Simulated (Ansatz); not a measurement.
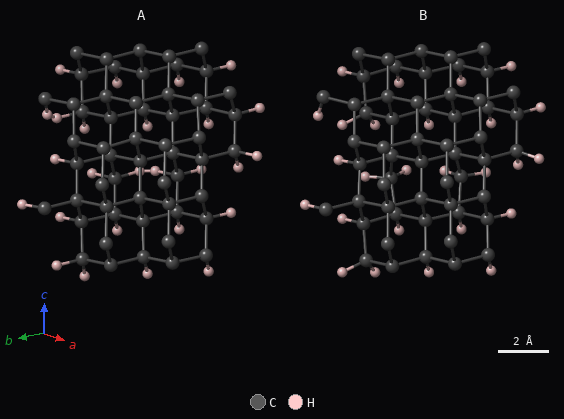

Two geometries of a wire of composition C$_{76}$H$_{46}$, drawn at one scale. One is the start of a relaxation, the other its converged end. Style: ball-and-stick. Shown: the atoms within 5.8 Å of the atom that moves most (axes of the cell of the calculation, with the vacuum cut short (origin shifted)), from a free direction.

These are results of DFT, PBEsol, PAW, plane waves (Ansatz 0.2.0), not measurements. (plane-wave cutoff 420 eV; k-point mesh 1 × 1 × 3; no spin polarisation; atoms relaxed in a fixed cell; force threshold 0.03 eV/Å; at most 80 steps)

Q: Which one is relaxed?

A: Structure B is the relaxed one. Over 5 geometry steps the energy falls by 25.317 eV per cell of the calculation. The largest force component goes from 12 to 0.021 eV/Å. The largest move relative to the centre of the atoms is that of an H atom, 0.70 Å. By element the largest moves are H 0.70 Å, C 0.27 Å. The lattice vectors keep their values. Some distances before and after: H–H 0.667 → 1.634 Å, H–H 0.631 → 1.554 Å, C–H 1.221 → 1.107 Å, C–H 1.201 → 1.093 Å. Bonds break, among them: H–H (0.63 → 1.55 Å), H–H (0.67 → 1.63 Å). Bond angles that change, for instance: C–C–C 107.5° → 115.5°, C–C–H 107.9° → 114.5°, C–C–H 107.1° → 113.7°.
